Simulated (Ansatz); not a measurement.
# Be2Sn (model cell, started as antifluorite): following an unstable mode, part 2 of 2

Which phase does Be2Sn (model cell, started as antifluorite) fall into along its unstable mode, and how much energy does it gain?

Ansatz 0.2.0; DFT PBEsol, scalar-relativistic, plane waves, PAW.

So far, highest frequency on the path or at a solved wavevector (cm⁻¹): step 2 (the dispersion) 458. Also lowest frequency on the path (cm⁻¹): step 2 -116.

The structure was built from a prototype and need not be the compound's stable phase.

## 4. The mode frozen in, largest atomic shift 0.32 Å

The atoms are moved along the unstable eigenvector, the largest shift by 0.32 Å, with the cell fixed.

File input.yaml:

```yaml
crystal:
  lattice:
    - [0.0, 2.8806534513, 2.8806534513]
    - [-2.8806534513, 5.7613069026, -2.8806534513]
    - [-5.7613069026, -2.8806534513, 2.8806534513]
  atoms:
    - { symbol: Sn, position: [0.055923757, 0.0, 0.0] }
    - { symbol: Sn, position: [0.305923757, 0.5, 0.25] }
    - { symbol: Sn, position: [0.444076243, 0.0, 0.5] }
    - { symbol: Sn, position: [0.694076243, 0.5, 0.75] }
    - { symbol: Be, position: [0.6410495978, 0.875, 0.8125] }
    - { symbol: Be, position: [0.8726673925, 0.375, 0.0625] }
    - { symbol: Be, position: [-0.0160495978, 0.875, 0.3125] }
    - { symbol: Be, position: [0.2523326075, 0.375, 0.5625] }
    - { symbol: Be, position: [0.7660495978, 0.625, 0.4375] }
    - { symbol: Be, position: [0.8773326075, 0.125, 0.6875] }
    - { symbol: Be, position: [0.1089504022, 0.625, 0.9375] }
    - { symbol: Be, position: [0.4976673925, 0.125, 0.1875] }
kpoints:
  mp_grid: { grid: [8, 8, 6] }
hamiltonian:
  xc: pbesol
scf:
  occupations: { method: methfessel_paxton, width: 0.15 }
output:
  forces: true
  stress: true
  eigenvalues: true
```

On the command line:

```bash
$ ansatz run input.yaml --threads 4 --pin off --max-ram 7168MiB --backend cpu --events-out ev --progress --plain --runs-dir out
```

Numbers of over 12 decimals in the logs are rounded to 6 here.

Output:

```text
[...]
Crystal: 12 atoms, lattice volume = 191.233 Å³
Basis set: ecut = 420 eV, 3717 PW (Γ), exchange–correlation on 60×96×96 points (8 copies of the dense FFT grid, shifted against one another)
Bands: 48, of which v1, the nominal top of the filled ones, is band 36 counted from 1 (35 counted from 0)
Symmetry: 4 space group operations
[...]
k-points: 114 of 384
[...]
k-point 0: bands = [... 32 lower, 7.8069, 8.4501, 9.4642, 9.7514, 9.7747, 9.9339, 10.0424, 10.1215, ... 8 higher]
  k-point 1: bands = [... 32 lower, 7.1534, 8.4289, 8.5171, 9.3262, 9.4606, 9.8036, 9.9022, 10.2033, ... 8 higher]
  k-point 2: bands = [... 32 lower, 6.9722, 7.2190, 8.0737, 8.7880, 9.2216, 9.7356, 9.7958, 9.9190, ... 8 higher]
  k-point 113: bands = [... 32 lower, 6.5986, 6.5986, 7.1974, 7.1974, 8.7550, 8.7550, 9.7555, 9.7555, ... 8 higher]
[key lines of the parts left out:]
SCF converged after 7 iterations
Free energy (F): -24515.932484 eV
Fermi energy:    8.832451 eV
P = ⅓ Tr σ = -0.5120 GPa (-5.120 kbar)
```

Run time: 20 s. Hardware: 4 threads of Arm Neoverse V2, shared host; peak memory 1 GiB.

Numbers from this step:

| Item | Value |
| --- | --- |
| pressure | -0.5120 GPa |
| energy from the undistorted cell | -16.30 meV/atom |

The energy, extrapolated to zero smearing, is -16.30 meV/atom against the undistorted cell.

The run ends at a pressure of -0.51 GPa, with forces up to 0.47 eV/Å.

## 5. Energy along the mode, all amplitudes (two of the runs are shown above)

An imaginary frequency means negative curvature, so the energy should fall and then rise again as anharmonic terms take over.

This step gave:

```
depth at the lowest point sampled  : 16.30 meV/atom
largest atomic shift at that point : 0.32 Å
```

Table of energy from the parent by largest atomic shift:

| largest atomic shift (Å) | energy from the parent (meV/atom) |
| --- | --- |
| 0.000 | 0 |
| 0.040 | -0.478 |
| 0.080 | -1.86 |
| 0.140 | -5.27 |
| 0.220 | -11.2 |
| 0.320 | -16.3 |
| 0.450 | -10.1 |
| 0.600 | 26.5 |

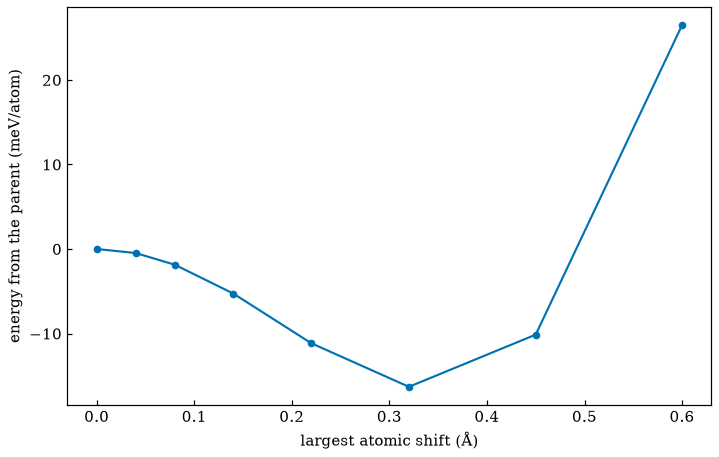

Energy from the parent, plotted against largest atomic shift.

Displacement at unit largest shift by atom:

| atom | x (Å) | y (Å) | z (Å) | size |
| --- | --- | --- | --- | --- |
| Sn1 | 0.000 | 0.503 | 0.503 | 0.711 |
| Sn2 | 0.000 | 0.503 | 0.503 | 0.711 |
| Sn3 | 0.000 | -0.503 | -0.503 | 0.711 |
| Sn4 | 0.000 | -0.503 | -0.503 | 0.711 |
| Be5 | 0.000 | 0.707 | 0.707 | 1.000 |
| Be6 | 0.000 | 0.542 | 0.542 | 0.767 |
| Be7 | 0.000 | -0.707 | -0.707 | 1.000 |
| Be8 | 0.000 | -0.542 | -0.542 | 0.767 |
| Be9 | 0.000 | 0.707 | 0.707 | 1.000 |
| Be10 | 0.000 | -0.542 | -0.542 | 0.767 |
| Be11 | 0.000 | -0.707 | -0.707 | 1.000 |
| Be12 | 0.000 | 0.542 | 0.542 | 0.767 |

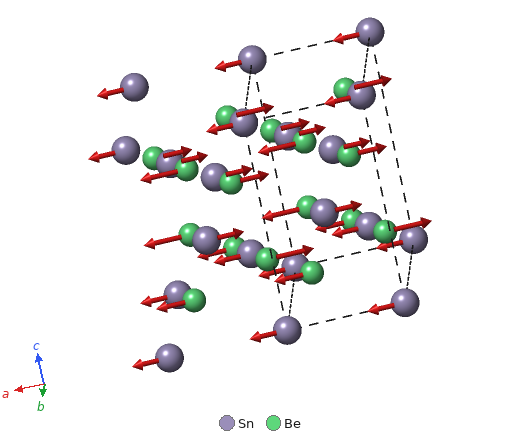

Displacement at unit largest shift as arrows, the longest 1.000 Å. 2×1×1 cells are drawn. Some periodic images of atoms are drawn too.

The lowest of the steps tried is at 0.32 Å, 16.3 meV/atom below the parent; the bottom of the well need not coincide with a step.

## 6. Relaxing from the distorted cell

Starting from the lowest point found, all atoms and the cell are let go, so that strain and other modes of the same symmetry can join in.

input.yaml: that of step 4 with these lines changed.

```diff
@@ -28 +28,6 @@
   eigenvalues: true
+relax:
+  adjacent_minimum: "off"
+  f_tol: 0.002
+  max_steps: 120
+  cell: { stress_tol: 0.03 }
```

Output:

```text
[...]
Crystal: 12 atoms, lattice volume = 191.233 Å³
Basis set: ecut = 420 eV, 3717 PW (Γ), exchange–correlation on 60×96×96 points (8 copies of the dense FFT grid, shifted against one another)
Bands: 48, of which v1, the nominal top of the filled ones, is band 36 counted from 1 (35 counted from 0)
Symmetry: 4 space group operations
[...]
k-points: 114 of 384
[...]
SCF iter   1: F=—  HF=-24515.941922 eV  |F-HF|=—  |Δ(HF+E_count)|=         —  Δρ=3.99e-3  dr2=3.34e-2  ethr=1.77e-3  ⟨swp⟩=12.9  Hψ=37166  notcnv=0
[...]
SCF iter   7: F=-24515.932484 eV  HF=-24515.932484 eV  |F-HF|=3.92e-9  |Δ(HF+E_count)|=   3.46e-8  S|Δr|=    0.00e0  Δρ=2.52e-6  dr2=2.09e-8  ethr=1.39e-10  ⟨swp⟩=10.4  Hψ=24666  notcnv=0
SCF 1 converged in 7 iterations: F = -24515.932484 eV  dr2 = 2.09e-8
[...]
relax step   1: F+E_penalty+E_count = -24515.93248373 eV  Δ(F+E_penalty+E_count) = +0.000e0 eV  max|allowed force component| = 4.304e-1 eV/Å  Δτ_max = 0.0000 Å  P = -0.512 GPa  Ω = 191.233 Å³  (7 SCF iters, dr2 threshold 1.00e-7 eV, accepted)
Crystal: 12 atoms, lattice volume = 185.954 Å³
Basis set: ecut = 420 eV, 3623 PW (Γ), exchange–correlation on 60×96×96 points (8 copies of the dense FFT grid, shifted against one another)
[...]
SCF iter   6: F=-24516.061063 eV  HF=-24516.061064 eV  |F-HF|=2.55e-7  |Δ(HF+E_count)|=   8.07e-7  S|Δr|=    0.00e0  Δρ=1.17e-5  dr2=5.84e-7  ethr=1.67e-9  ⟨swp⟩=8.8  Hψ=24441  notcnv=0
SCF 2 converged in 6 iterations: F = -24516.061063 eV  dr2 = 5.84e-7
relax step   2: F+E_penalty+E_count = -24516.06106333 eV  Δ(F+E_penalty+E_count) = -1.286e-1 eV  max|allowed force component| = 2.760e-1 eV/Å  Δτ_max = 0.1199 Å  P = +0.648 GPa  Ω = 185.954 Å³  energy of the carried Pulay correction = +9.763e-4 eV  (6 SCF iters, dr2 threshold 1.20e-6 eV, accepted)
Crystal: 12 atoms, lattice volume = 186.042 Å³
[...]
SCF iter   5: F=-24516.144630 eV  HF=-24516.144631 eV  |F-HF|=1.15e-7  |Δ(HF+E_count)|=   1.23e-6  S|Δr|=    0.00e0  Δρ=1.69e-5  dr2=8.70e-7  ethr=1.67e-9  ⟨swp⟩=5.7  Hψ=26493  notcnv=0
SCF 3 converged in 5 iterations: F = -24516.144630 eV  dr2 = 8.70e-7
relax step   3: F+E_penalty+E_count = -24516.14463048 eV  Δ(F+E_penalty+E_count) = -8.357e-2 eV  max|allowed force component| = 1.068e-1 eV/Å  Δτ_max = 0.0721 Å  P = +0.216 GPa  Ω = 186.042 Å³  energy of the carried Pulay correction = +9.597e-4 eV  (5 SCF iters, dr2 threshold 1.20e-6 eV, accepted)
[... from here on, the SCF cycles and remarks between the steps are left out ...]
relax step   4: F+E_penalty+E_count = -24516.28913406 eV  Δ(F+E_penalty+E_count) = -1.445e-1 eV  max|allowed force component| = 1.945e-1 eV/Å  Δτ_max = 0.1963 Å  P = -0.625 GPa  Ω = 185.183 Å³  energy of the carried Pulay correction = +1.121e-3 eV  (7 SCF iters, dr2 threshold 7.13e-7 eV, accepted)
relax step   5: F+E_penalty+E_count = -24516.38638839 eV  Δ(F+E_penalty+E_count) = -9.725e-2 eV  max|allowed force component| = 1.058e-1 eV/Å  Δτ_max = 0.1827 Å  P = -0.362 GPa  Ω = 183.360 Å³  energy of the carried Pulay correction = +1.466e-3 eV  (6 SCF iters, dr2 threshold 1.20e-6 eV, accepted)
relax step   6: F+E_penalty+E_count = -24516.41910550 eV  Δ(F+E_penalty+E_count) = -3.272e-2 eV  max|allowed force component| = 6.676e-2 eV/Å  Δτ_max = 0.0528 Å  P = -0.066 GPa  Ω = 183.411 Å³  energy of the carried Pulay correction = +1.456e-3 eV  (5 SCF iters, dr2 threshold 1.20e-6 eV, accepted)
relax step   7: F+E_penalty+E_count = -24516.42261325 eV  Δ(F+E_penalty+E_count) = -3.508e-3 eV  max|allowed force component| = 6.002e-2 eV/Å  Δτ_max = 0.0249 Å  P = +0.081 GPa  Ω = 182.497 Å³  energy of the carried Pulay correction = +1.631e-3 eV  (5 SCF iters, dr2 threshold 2.79e-7 eV, accepted)
relax step   8: F+E_penalty+E_count = -24516.42491287 eV  Δ(F+E_penalty+E_count) = -2.300e-3 eV  max|allowed force component| = 3.990e-2 eV/Å  Δτ_max = 0.0189 Å  P = +0.030 GPa  Ω = 182.509 Å³  energy of the carried Pulay correction = +1.628e-3 eV  (5 SCF iters, dr2 threshold 2.25e-7 eV, accepted)
relax step   9: F+E_penalty+E_count = -24516.42574429 eV  Δ(F+E_penalty+E_count) = -8.314e-4 eV  max|allowed force component| = 1.614e-2 eV/Å  Δτ_max = 0.0101 Å  P = +0.007 GPa  Ω = 182.550 Å³  energy of the carried Pulay correction = +1.620e-3 eV  (5 SCF iters, dr2 threshold 9.95e-8 eV, accepted)
relax step  10: F+E_penalty+E_count = -24516.42621407 eV  Δ(F+E_penalty+E_count) = -4.698e-4 eV  max|allowed force component| = 3.705e-3 eV/Å  Δτ_max = 0.0083 Å  P = -0.015 GPa  Ω = 182.652 Å³  energy of the carried Pulay correction = +1.601e-3 eV  (5 SCF iters, dr2 threshold 3.28e-8 eV, accepted)
relax step  11: F+E_penalty+E_count = -24516.42622668 eV  Δ(F+E_penalty+E_count) = -1.260e-5 eV  max|allowed force component| = 4.376e-3 eV/Å  Δτ_max = 0.0039 Å  P = +0.014 GPa  Ω = 182.535 Å³  energy of the carried Pulay correction = +1.623e-3 eV  (5 SCF iters, dr2 threshold 1.38e-8 eV, rejected (line search))
relax step  12: F+E_penalty+E_count = -24516.42627573 eV  Δ(F+E_penalty+E_count) = -6.166e-5 eV  max|allowed force component| = 1.005e-3 eV/Å  Δτ_max = 0.0027 Å  P = -0.002 GPa  Ω = 182.602 Å³  energy of the carried Pulay correction = +1.611e-3 eV  (7 SCF iters, accepted)
[...]
SCF iter   5: F=-24516.425439 eV  HF=-24516.425439 eV  |F-HF|=7.28e-12  |Δ(HF+E_count)|=  1.46e-11  S|Δr|=    0.00e0  Δρ=4.58e-8  dr2=2.59e-12  ethr=1.00e-12  ⟨swp⟩=6.5  Hψ=20226  notcnv=0
SCF 13 converged in 5 iterations: F = -24516.425439 eV  dr2 = 2.59e-12
relax step  13: F+E_penalty+E_count = -24516.42543893 eV  Δ(F+E_penalty+E_count) = +8.368e-4 eV  max|allowed force component| = 1.001e-3 eV/Å  Δτ_max = 0.0000 Å  P = -0.009 GPa  Ω = 182.602 Å³  stress off target by 2.20e-2 GPa  SCF on the basis re-selected at this cell (its energy is not comparable with the rows above)  (5 SCF iters)
basis re-selected at this cell: Δ(F+E_penalty+E_count) = +8.368e-4 eV, ΔP = -0.007 GPa vs the last step (what re-selecting the basis moved, of the pressure what is left beyond the Pulay correction that the steps carried, after the strain that the cell walked since its last selection, with what the two solves' SCF thresholds leave and, on support functions, any second-order correction that the steps lacked; it is no m [...]
SCF converged after 5 iterations
[...]
Free energy (F): -24516.425439 eV
[...]
Internal energy: -24516.428345 eV  (E = F + TS)
E sigma→0 (E₀):  -24516.426166 eV
Entropy (-TS):   0.002907 eV (0.242 meV/atom)
Fermi energy:    9.553763 eV
[...]
--- Forces (eV/Å), atoms counted from 1 ---
  atom   1  Sn     0.00019356    -0.00053920    -0.00039891
  atom   2  Sn    -0.00019356    -0.00039891    -0.00053920
  atom   3  Sn     0.00019356     0.00039891     0.00053920
  atom   4  Sn    -0.00019356     0.00053920     0.00039891
  atom   5  Be    -0.00003905     0.00041386     0.00027748
  atom   6  Be     0.00051887     0.00100128    -0.00018473
  atom   7  Be    -0.00003905    -0.00027748    -0.00041386
  atom   8  Be     0.00051887     0.00018473    -0.00100128
  atom   9  Be     0.00003905     0.00027748     0.00041386
  atom  10  Be    -0.00051887    -0.00100128     0.00018473
  atom  11  Be     0.00003905    -0.00041386    -0.00027748
  atom  12  Be    -0.00051887    -0.00018473     0.00100128
  max |Σ_I F_I| component: 0.00e0 eV/Å
--- Stress (GPa, compression-positive) ---
       -0.021056       0.002051      -0.002051
        0.002051      -0.002313       0.011024
       -0.002051       0.011024      -0.002313
  P = ⅓ Tr σ = -0.0086 GPa (-0.086 kbar)
--- Band table (eV; the first three rows and the last of 114) ---
  k-point 0: bands = [... 32 lower, 7.9187, 8.7140, 9.6715, 9.7503, 10.1127, 10.3200, 10.3721, 10.6223, ... 8 higher]
  k-point 1: bands = [... 32 lower, 7.9757, 8.2877, 9.3791, 9.3876, 9.6830, 9.7707, 10.1305, 10.9629, ... 8 higher]
  k-point 2: bands = [... 32 lower, 7.2395, 8.2428, 8.6452, 8.9840, 9.1183, 9.6828, 9.8113, 10.9324, ... 8 higher]
  k-point 113: bands = [... 32 lower, 7.3252, 7.3252, 7.6569, 7.6569, 9.8342, 9.8342, 10.5895, 10.5895, ... 8 higher]
--- Relaxed structure (12 steps of the walk, 11 accepted, 1 SCFs on fresh bases) ---
  F+E_penalty+E_count = -24516.42543893 eV   max|allowed force component| = 1.001e-3 eV/Å   (the final SCF, on the basis selected at the relaxed cell)
  cell:  # Å, volume = 182.6016 Å³
    - [0.0, 3.004480, 3.004480]
    - [-2.707285, 5.628496, -2.624015]
    - [-5.533690, -2.790544, 2.790544]
  atoms:
    - { symbol: Sn, position: [0.081238, -0.00396326, -0.055535] }
    - { symbol: Sn, position: [0.327275, 0.503963, 0.305535] }
    - { symbol: Sn, position: [0.422725, -0.00396326, 0.444465] }
    - { symbol: Sn, position: [0.668762, 0.503963, 0.805535] }
    - { symbol: Be, position: [0.653114, 0.876234, 0.768116] }
    - { symbol: Be, position: [0.893420, 0.373909, 0.127228] }
    - { symbol: Be, position: [-0.029347, 0.876234, 0.268116] }
    - { symbol: Be, position: [0.232671, 0.373909, 0.627228] }
    - { symbol: Be, position: [0.779347, 0.623766, 0.481884] }
    - { symbol: Be, position: [0.856580, 0.126091, 0.622772] }
    - { symbol: Be, position: [0.096886, 0.623766, 0.981884] }
    - { symbol: Be, position: [0.517329, 0.126091, 0.122772] }
```

Run time: 4.4 min. Hardware: 4 threads; peak memory 1.1 GiB.

The steps of the relaxation:

```
step  energy less that of the first step (eV)  largest force component (eV/Å)  pressure (GPa)  volume (Å³)
   1                                   0.0000                          0.4304           -0.51       191.23
   2                                  -0.1286                          0.2760            0.65       185.95
   3                                  -0.2121                          0.1068            0.22       186.04
   4                                  -0.3566                          0.1945           -0.62       185.18
   5                                  -0.4539                          0.1058           -0.36       183.36
   6                                  -0.4866                          0.0668           -0.07       183.41
   7                                  -0.4901                          0.0600            0.08       182.50
   8                                  -0.4924                          0.0399            0.03       182.51
   9                                  -0.4933                          0.0161            0.01       182.55
  10                                  -0.4937                          0.0037           -0.02       182.65
  11                                  -0.4937                          0.0044            0.01       182.53
  12                                  -0.4938                          0.0010            0.00       182.60
 13*                                  -0.4930                          0.0010           -0.01       182.60
```

Relaxation steps marked * repeat the geometry before them on a plane-wave basis chosen anew for their cell, so energy and pressure can jump there. Relaxation step 11 was tried and not accepted.

The run keeps the 4 symmetry operations that it works with, so distortions that break them were not tested.

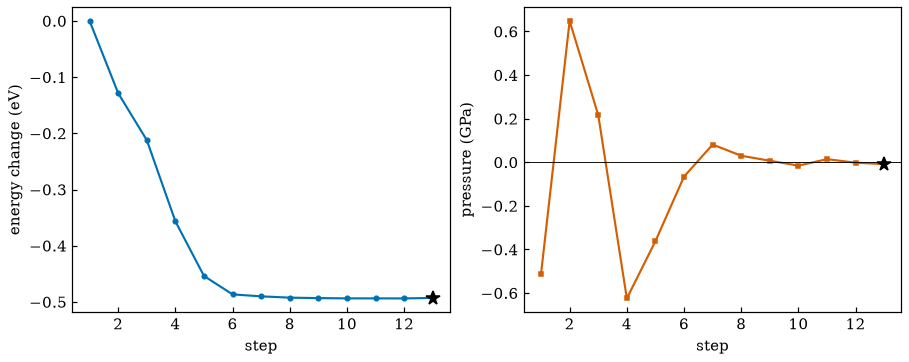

Energy and pressure along the relaxation. Stars mark steps on a basis chosen anew.

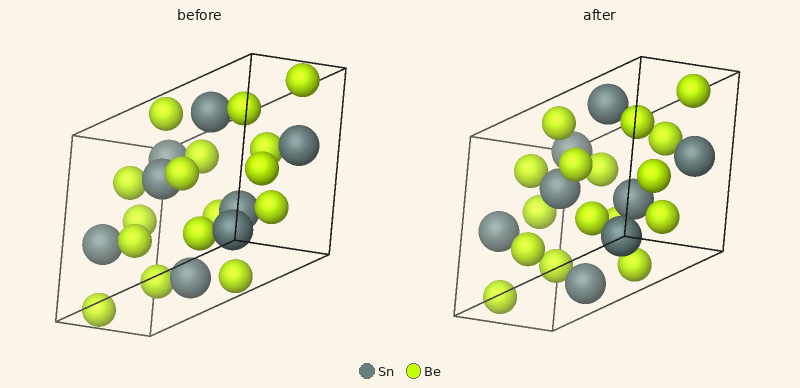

The structure before and after the relaxation, drawn at the same scale.

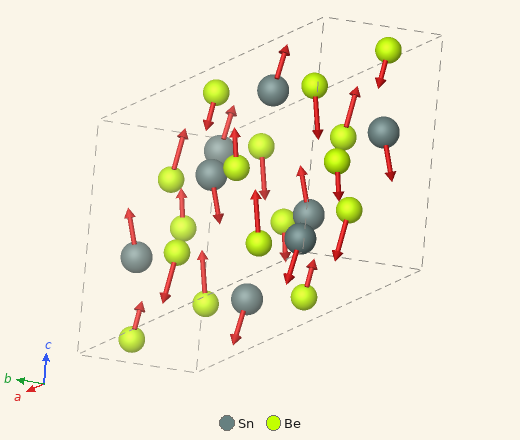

Displacements in the relaxation, exaggerated, measured against the changing cell; the longest in the cell stands for 0.45 Å.

```csv
cell as run,before,after,change
a (Å),4.074,4.249,+4.3 %
b (Å),7.056,6.775,-4.0 %
c (Å),7.056,6.797,-3.7 %
α (°),99.59,100.07,+0.5 %
γ (°),73.22,71.72,-2.0 %
volume (Å³/atom),15.94,15.22,-4.5 %
```

The atoms that moved most (Å, as changes of fractional coordinates times the final cell):

```
atom      dx      dy      dz  length
Be10   0.355   0.124  -0.246   0.450
 Be6  -0.355  -0.124   0.246   0.450
Be12   0.355   0.246  -0.124   0.450
 Be8  -0.355  -0.246   0.124   0.450
 Sn4  -0.318  -0.209   0.069   0.387
 Sn1   0.318   0.209  -0.069   0.387
 Sn2  -0.318  -0.069   0.209   0.387
 Sn3   0.318   0.069  -0.209   0.387
```

The relaxed structure:

```xyz
12
Lattice="0.0000 3.0045 3.0045 -2.7073 5.6285 -2.6240 -5.5337 -2.7905 2.7905" Properties=species:S:1:pos:R:3 pbc="T T T"
Sn    0.3180    0.3767    0.0995
Sn   -3.0551    2.9672    0.5135
Sn   -2.4488    0.0075    2.5208
Sn   -5.8220    2.5980    2.9348
Be   -6.6227    4.7507    1.8065
Be   -1.7163    4.4338    2.0582
Be   -3.8559    4.0955   -1.6392
Be   -4.4832    1.0533    1.4682
Be   -4.3553    4.5077    2.0495
Be   -3.7876    1.5454    3.9806
Be   -7.1222    1.0620    1.3943
Be   -1.0207    1.9214    1.5660
```

Numbers from this step:

```yaml
pressure: -0.008561 GPa
volume_per_atom: 15.22 Å³
```

The distorted start has space group C2/c; the relaxation ends in C2/c.

## 7. The phases reached

The phases reached along the modes that were followed are set side by side.

Energies are those of the first relaxation, on the mesh of the frozen mode; space group, volume and gap are those of the last relaxation. Phases, by row:

| mode frozen in | space group | energy from parent (meV/atom) | volume (Å³/atom) | gap on mesh (eV) | lowest zone-centre optical mode (cm⁻¹) | largest shift (Å) |
| --- | --- | --- | --- | --- | --- | --- |
| parent | Fm-3m | 0 | 15.94 | 0 | – | – |
| q = (0, -0.5, -0.5), 116i cm⁻¹ | Pmmn | -97.8 | 15.03 | 0 | 97.6 | 0.488 |
| q = (0, -0.5, -0.5), 116i cm⁻¹ | Cmcm | -67.78 | 15.35 | 0 | -47 | 0.38 |
| q = (0, -0.5, -0.5), 116i cm⁻¹ | Pmmn | -97.8 | 15.03 | 0 | 97.6 | 0.488 |
| q = (0, 0.25, -0.5), 79i cm⁻¹ | C2/c | -57.42 | 15.22 | 0 | – | 0.558 |

## 8. Outcome

```
unstable mode of the parent                                                      : q = (0, 0.25, -0.5), 79i cm⁻¹
depth at the lowest point sampled                                                : 16.3 meV/atom
largest atomic shift at that point                                               : 0.32 Å
space group reached (within 0.01 Å)                                              : C2/c
energy gained over the parent (first relaxation, on the mesh of the frozen mode) : 57.4 meV/atom
volume per atom, phase reached                                                   : 15.2 Å³
```

What this shows: Along this mode the structure falls into C2/c, 57.4 meV/atom below the parent. At the parent's cell the well is 16.30 meV/atom deep on the steps tried, with its lowest point at a shift of 0.32 Å. Relaxing atoms and cell changes the gain by +41.11 meV/atom against the lowest step (energies at zero smearing). Most of the total comes from this relaxation. The modes of the phase reached were not computed on this path. Of the 4 patterns followed to their end from this parent, this one ends 40.4 meV/atom above the lowest, Pmmn. Each path keeps the symmetry of its pattern, so a lower phase may lie along a pattern not tried. With no gap, or one that is small against the smearing, the frequencies hang on the k mesh and the smearing, most of all near Kohn anomalies. Spin-orbit coupling is left out, which can matter for the heavy elements here. A phonon run warned that its eigensolver left some bands unconverged in a pass. The starting cell was built on a prototype and not taken from a measurement, so the phase need not exist.

[Logs are printed without paths, hosts, clocks, repeated set-up lines and the standing remarks that a program may print on its own settings, such as how far it seeks lower states.]

[Hosts, paths, dates, database ids (printed as entryN), source tags and the programs' standing remarks are cut or masked in the printed files.]
